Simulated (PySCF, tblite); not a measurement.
# C₁₁H₁₃F₂N₃: electronic excitations, NMR shifts

Aim: compute the electronic excitations, NMR shifts of C₁₁H₁₃F₂N₃ (`CN(C)c1cc(F)c(C#N)c(F)c1N(C)C`).

Programs: tblite 0.8.0 and PySCF 2.14.0, with routines of our own; each step states its level. All values are computed. Atoms count from 0.

## (1) The starting structure

29 atoms, charge 0, multiplicity 1; geometry from: force field, distance geometry or constructed start.

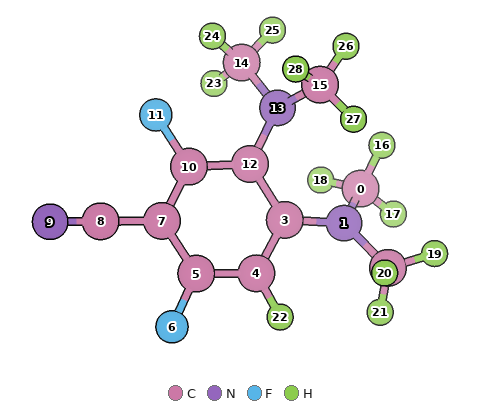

The starting geometry (carbon pink, nitrogen purple, fluorine blue, hydrogen green).

## (2) Optimising the geometry with GFN2-xTB

Job settings and geometry (Å):

```
{"job": {"kind": "relax", "xc": "GFN2-xTB", "basis": "xTB"}, "charge": 0, "multiplicity": 1}
C      2.110800    -1.163200     0.520400
N      1.744900    -0.239200    -0.558600
C      2.721200    -0.041500    -1.616600
C      0.613400     0.567300    -0.432800
C      0.679200     1.905100    -0.843100
C     -0.394700     2.778800    -0.684400
F     -0.251200     4.050900    -1.093300
C     -1.568400     2.357800    -0.100200
C     -2.662000     3.252900     0.064300
N     -3.557000     3.988000     0.201700
C     -1.680200     1.028400     0.300200
F     -2.851900     0.615600     0.819100
C     -0.619600     0.102800     0.151500
N     -0.791900    -1.257500     0.476300
C     -1.541100    -1.598800     1.681600
C     -0.957000    -2.140700    -0.665600
H      1.731700    -2.166500     0.317200
H      3.195100    -1.239500     0.610900
H      1.739700    -0.821900     1.500800
H      3.312300    -0.945300    -1.775900
H      2.219000     0.192900    -2.566700
H      3.405500     0.774300    -1.367000
H      1.593900     2.316500    -1.270900
H     -1.297800    -0.936400     2.509900
H     -2.619000    -1.583000     1.507700
H     -1.279500    -2.618900     2.002600
H     -0.890500    -3.186000    -0.356400
H     -0.183300    -1.987500    -1.431300
H     -1.933700    -1.988400    -1.141900
```

On the command line:

```sh
OMP_NUM_THREADS=1 python large_run.py task.json out
```

This one command runs all jobs of the session in turn.

Log:

```text
step      E/eV     max force
  0   -1316.20622    2.471
  1   -1316.14879    7.179
  2   -1316.29956    1.129
  3   -1316.33018    0.562
  4   -1316.35401    0.298
  5   -1316.38715    0.545
  6   -1316.39515    0.297
  7   -1316.40818    0.278
  8   -1316.41457    0.344
  9   -1316.41907    0.177
 10   -1316.42192    0.153
 11   -1316.42553    0.218
 12   -1316.42936    0.295
 13   -1316.43267    0.210
 14   -1316.43504    0.100
 15   -1316.43712    0.159
 16   -1316.43923    0.184
 17   -1316.44116    0.128
 18   -1316.44269    0.069
 19   -1316.44337    0.058
 20   -1316.44423    0.512
 21   -1316.44514    0.292
 22   -1316.44591    0.102
 23   -1316.44670    0.076
 24   -1316.44839    0.230
 25   -1316.44966    0.212
 26   -1316.45087    0.083
 27   -1316.45200    0.074
 28   -1316.45335    0.192
 29   -1316.45480    0.212
 30   -1316.45630    0.129
 31   -1316.45788    0.089
 32   -1316.45959    0.167
 33   -1316.46130    0.196
 34   -1316.46289    0.124
 35   -1316.46448    0.119
 36   -1316.46627    0.145
 37   -1316.46814    0.210
 38   -1316.46970    0.163
 39   -1316.47079    0.054
 40   -1316.47160    0.098
 41   -1316.47222    0.107
 42   -1316.47266    0.061
 43   -1316.47299    0.033
 44   -1316.47330    0.056
 45   -1316.47368    0.084
 46   -1316.47409    0.072
 47   -1316.47446    0.050
 48   -1316.47477    0.038
 49   -1316.47503    0.062
 50   -1316.47530    0.062
 51   -1316.47561    0.042
 52   -1316.47602    0.050
 53   -1316.47658    0.099
 54   -1316.47731    0.110
 55   -1316.47821    0.076
 56   -1316.47909    0.071
 57   -1316.48006    0.085
 58   -1316.48071    0.098
 59   -1316.48135    0.062
 60   -1316.48180    0.050
 61   -1316.48236    0.065
 62   -1316.48281    0.073
 63   -1316.48338    0.063
 64   -1316.48398    0.060
 65   -1316.48471    0.068
 66   -1316.48548    0.096
 67   -1316.48622    0.078
 68   -1316.48705    0.096
 69   -1316.48832    0.080
 70   -1316.49148    0.187
 71   -1316.49308    0.160
 72   -1316.49425    0.163
 73   -1316.49545    0.115
 74   -1316.49628    0.078
 75   -1316.49711    0.066
 76   -1316.49774    0.061
 77   -1316.49840    0.054
 78   -1316.49892    0.049
 79   -1316.49955    0.052
 80   -1316.50031    0.049
 81   -1316.50110    0.060
 82   -1316.50184    0.067
 83   -1316.50252    0.079
 84   -1316.50339    0.046
 85   -1316.50430    0.054
 86   -1316.50479    0.055
 87   -1316.50516    0.041
 88   -1316.50545    0.036
 89   -1316.50570    0.022
 90   -1316.50586    0.018
```

Run time: 1.4 s. Hardware: 1 thread of Arm Neoverse V1, shared host; peak memory 0.18 GiB.

Along the way: (the energy doesn't fall at every step)

```
step  energy from step 0 (eV)  largest force (eV/Å)
   0                   0.0000                2.4710
   1                   0.0574                7.1792
   2                  -0.0933                1.1290
   3                  -0.1240                0.5627
   4                  -0.1478                0.2975
   5                  -0.1809                0.5443
   6                  -0.1889                0.2975
   7                  -0.2020                0.2778
   8                  -0.2083                0.3438
  15                  -0.2309                0.1586
  22                  -0.2397                0.1023
  29                  -0.2486                0.2122
  36                  -0.2600                0.1446
  43                  -0.2668                0.0328
  50                  -0.2691                0.0620
  57                  -0.2738                0.0852
  64                  -0.2778                0.0603
  71                  -0.2869                0.1599
  78                  -0.2927                0.0492
  86                  -0.2986                0.0554
  87                  -0.2989                0.0408
  88                  -0.2992                0.0362
  89                  -0.2995                0.0220
  90                  -0.2996                0.0182
```

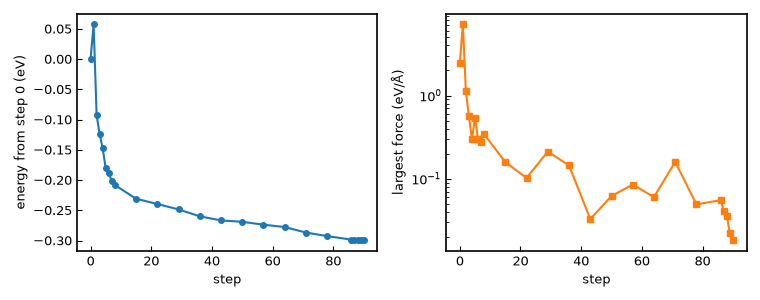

Energy and largest force along the relaxation.

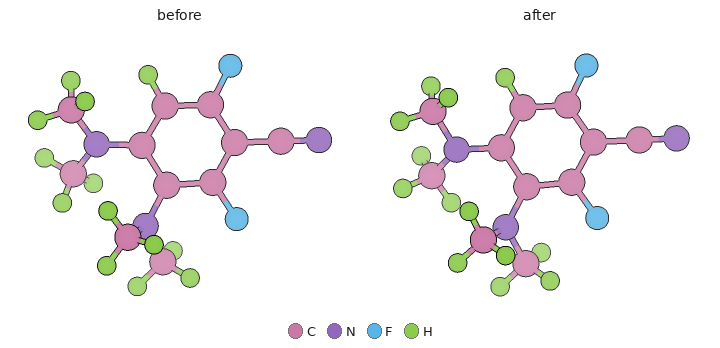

The geometry before (left) and after (right).

Distances of close pairs at the start and the end, largest changes first:

```
   bond  before (Å)  after (Å)  change (Å)
C10–C12       1.416      1.389      -0.026
  C8–N9       1.166      1.146      -0.020
  C0–N1       1.467      1.448      -0.019
 C0–H18       1.102      1.084      -0.019
  C4–C5       1.393      1.375      -0.018
  N1–C3       1.395      1.378      -0.017
  C5–C7       1.377      1.392      +0.015
 C4–H22       1.090      1.076      -0.014
```

The next job starts from the end point, and lists it.

## (3) Infrared spectrum with GFN2-xTB

Job settings and geometry (Å):

```
{"job": {"kind": "ir", "xc": "GFN2-xTB", "basis": "xTB"}, "charge": 0, "multiplicity": 1}
C      2.064561    -1.226839     0.372191
N      1.599708    -0.361938    -0.692361
C      2.655121    -0.000153    -1.609283
C      0.574333     0.530572    -0.467458
C      0.682874     1.853825    -0.907102
C     -0.329197     2.762884    -0.704886
F     -0.147851     4.030582    -1.115820
C     -1.514628     2.406328    -0.068194
C     -2.564596     3.323608     0.140302
N     -3.422604     4.064686     0.309076
C     -1.638054     1.066732     0.322329
F     -2.821886     0.711633     0.864987
C     -0.645953     0.110352     0.145170
N     -0.792693    -1.224073     0.545653
C     -1.659192    -1.552602     1.656201
C     -0.842074    -2.205846    -0.518777
H      2.397343    -2.174467    -0.053022
H      2.907281    -0.768199     0.901341
H      1.264144    -1.415751     1.078061
H      3.209502    -0.904473    -1.859111
H      2.232028     0.409189    -2.524822
H      3.360228     0.723136    -1.181592
H      1.583450     2.211695    -1.375210
H     -1.560676    -0.801678     2.437543
H     -2.716085    -1.640430     1.379862
H     -1.332235    -2.514985     2.056306
H     -0.517639    -3.170600    -0.127111
H     -0.179193    -1.908750    -1.326243
H     -1.857964    -2.317666    -0.918747
```

Log:

```text
mode    cm-1     km/mol
  1      48.4      0.90
  2      63.7      0.70
  3      77.3      0.41
  4     110.4      7.23
  5     112.4      2.53
  6     129.2      2.16
  7     145.0      1.22
  8     186.4      0.98
  9     215.1      0.88
 10     219.7      9.87
 11     226.2      0.17
 12     238.5      9.31
 13     275.6     11.95
 14     279.0      0.36
 15     285.3      8.85
 16     305.1      1.52
 17     309.9      1.39
 18     344.8      0.76
 19     364.2      8.94
 20     382.0      2.43
 21     423.1      4.13
 22     440.4      3.21
 23     443.2      5.23
 24     494.9      4.64
 25     502.8      4.14
 26     546.0      5.53
 27     561.4      0.42
 28     624.3     12.40
 29     652.0      3.54
 30     671.5      9.31
 31     675.5      0.62
 32     827.6     40.19
 33     840.5     25.34
 34     914.1      6.34
 35     997.6    118.30
 36    1026.1     81.46
 37    1045.8      6.51
 38    1053.0      2.60
 39    1083.5     16.39
 40    1088.0      6.96
 41    1097.4     75.59
 42    1121.0     54.64
 43    1129.9     32.69
 44    1163.1     92.03
 45    1209.5      1.53
 46    1225.4     22.36
 47    1231.9     40.95
 48    1249.2      9.36
 49    1318.4      6.09
 50    1321.0     37.84
 51    1393.8     78.93
 52    1402.4     18.04
 53    1411.8     11.01
 54    1417.3     15.08
 55    1424.2     23.64
 56    1438.4    136.62
 57    1467.7     22.04
 58    1471.5     36.98
 59    1479.4     62.92
 60    1485.1     34.86
 61    1488.8     31.12
 62    1491.2      1.53
 63    1496.0      8.68
 64    1504.0     27.79
 65    1513.7     74.49
 66    1528.8     41.81
 67    1575.3    370.46
 68    2371.3    369.83
 69    2901.4     59.54
 70    2906.4     51.10
 71    2921.6     37.19
 72    2925.2     64.60
 73    2979.5     44.90
 74    2993.5      7.50
 75    2995.9     69.43
 76    3013.1     37.91
 77    3025.6     19.69
 78    3034.4     22.74
 79    3055.8     14.20
 80    3082.5      4.90
 81    3139.5      4.28
```

Wall time 2.4 s (1 thread of Arm Neoverse V1, shared host); peak memory 0.18 GiB.

The strongest bands and the atoms that carry them (share of the mass-weighted mode):

```
cm⁻¹  km/mol                                 atoms
 998   118.3           C7 13 %, N13 10 %, C15 10 %
1026    81.5          H18 12 %, C12 11 %, F11 11 %
1097    75.6                              H20 13 %
1163    92.0                    H22 18 %, C12 15 %
1394    78.9  H18 19 %, H17 13 %, C3 12 %, C0 11 %
1438   136.6                              C12 13 %
1575   370.5  C4 29 %, C5 24 %, C10 19 %, C12 13 %
2371   369.8                      C8 60 %, N9 39 %
```

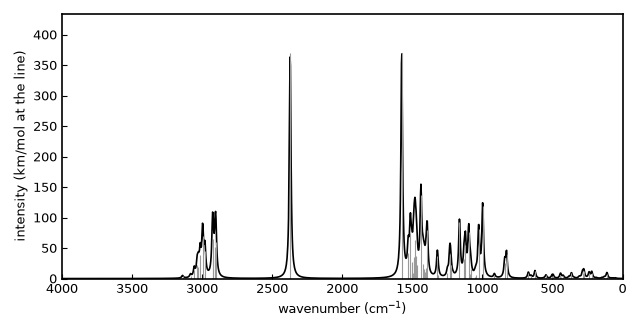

The infrared spectrum from these modes, unscaled. Lines are broadened to a width of 14 cm⁻¹ (Lorentzian).

## (4) Electronic excitations: TDDFT PBE0/6-31G*

Settings changed since step 3:

```diff
@@ -1,2 +1,2 @@
-{"job": {"kind": "ir", "xc": "GFN2-xTB", "basis": "xTB"}, "charge": 0, "multiplicity": 1}
+{"job": {"kind": "uv", "basis": "6-31G*", "grid": 1, "kgrid": 0, "vcut": 1.5, "nstates": 6, "ntriplets": 2, "tda": false, "delta": [], "pop": true, "xc": "PBE0"}, "charge": 0, "multiplicity": 1}
 C      2.064561    -1.226839     0.372191
```

Level: TDDFT PBE0/6-31G*, vertical, gas phase, core orbitals frozen in the response, virtual orbitals cut by energy.

Log:

```text
start: PBE on a coarse grid of 24029 points
cycle   1  E = -789.8952617748  dE =  2.335e+00  |g| = 8.925e-01  |ddm| = 5.927e+00
cycle   2  E = -789.3395968950  dE =  5.557e-01  |g| = 1.812e+00  |ddm| = 3.139e+00
cycle   3  E = -789.9826280494  dE = -6.430e-01  |g| = 6.202e-01  |ddm| = 2.403e+00
cycle   4  E = -790.0724748075  dE = -8.985e-02  |g| = 1.287e-01  |ddm| = 6.255e-01
cycle   5  E = -790.0752484879  dE = -2.774e-03  |g| = 6.135e-02  |ddm| = 1.874e-01
cycle   6  E = -790.0760470926  dE = -7.986e-04  |g| = 1.471e-02  |ddm| = 7.578e-02
cycle   7  E = -790.0760898610  dE = -4.277e-05  |g| = 4.816e-03  |ddm| = 1.766e-02
final grid: 105539 points
cycle   8  E = -789.9870220781  dE = -7.551e-03  |g| = 8.151e-02  |ddm| = 6.995e-01
cycle   9  E = -789.9850923071  dE =  1.930e-03  |g| = 1.298e-01  |ddm| = 2.181e-01
cycle  10  E = -789.9883370841  dE = -3.245e-03  |g| = 2.349e-02  |ddm| = 1.416e-01
cycle  11  E = -789.9884426440  dE = -1.056e-04  |g| = 8.456e-03  |ddm| = 2.710e-02
cycle  12  E = -789.9884605692  dE = -1.793e-05  |g| = 1.512e-03  |ddm| = 8.428e-03
cycle  13  E = -789.9884598127  dE =  7.565e-07  |g| = 5.806e-04  |ddm| = 1.981e-03
cycle  14  E = -789.9884608973  dE = -1.085e-06  |g| = 1.925e-04  |ddm| = 8.605e-04
cycle  15  E = -789.9884605960  dE =  3.013e-07  |g| = 6.590e-05  |ddm| = 2.693e-04
converged SCF energy = -789.9884605960

Static polarisability (au): isotropic 138.383, principal 75.899 139.777 199.472

Singlet excitations
state   eV       nm        f      main configurations
  1   4.1625    297.9   0.09197   H->L 0.83, H-1->L 0.10
  2   4.6982    263.9   0.12988   H->L+1 0.49, H-1->L 0.37, H->L 0.11
  3   5.1524    240.6   0.38562   H-1->L 0.48, H->L+1 0.37
  4   5.4906    225.8   0.12765   H-1->L+1 0.74, H-2->L 0.13
  5   6.0482    205.0   0.07486   H-2->L 0.70, H-1->L+1 0.15, H-3->L+1 0.10
  6   6.1239    202.5   0.00797   H->L+2 0.89

Triplet excitations (Tamm-Dancoff, eV): 3.2139 3.8913
```

It took 35 s on 1 thread of Arm Neoverse V1, shared host; peak memory 0.61 GiB.

The orbitals next to the gap, with their largest atomic shares:

```
orbital     eV                        atoms
 HOMO−4  -9.24             N9 50 %, C8 40 %
 HOMO−3  -8.11    N1 18 %, N9 18 %, C7 14 %
 HOMO−2  -7.82  C12 21 %, C4 18 %, N13 16 %
 HOMO−1  -6.53   N1 20 %, C4 17 %, N13 16 %
   HOMO  -5.85  N13 28 %, N1 16 %, C12 11 %
   LUMO  -0.92    C3 23 %, C7 15 %, N9 13 %
 LUMO+1  -0.04  C5 22 %, C10 22 %, C12 20 %
 LUMO+2   1.38     N9 38 %, C8 36 %, C7 7 %
 LUMO+3   2.12    C10 15 %, C5 8 %, F11 7 %
```

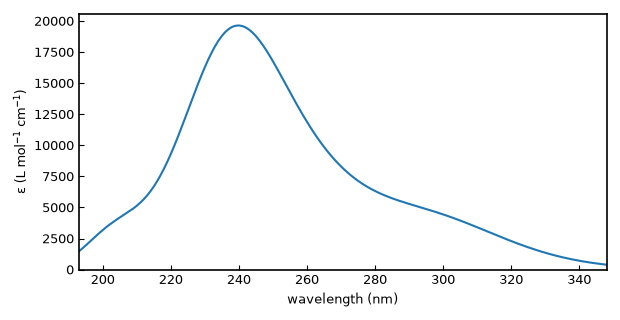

Absorption spectrum: each of the 6 states is a Gaussian band of 0.4 eV half-width at 1/e. Beyond the last state computed it falls off for lack of states.

Further results of this job:

```
           property  computed
  dipole moment (D)      7.97
polarisability (Å³)     20.51
 HOMO–LUMO gap (eV)      4.93
      −ε(HOMO) (eV)      5.85
```

[end of part 1 of 2]
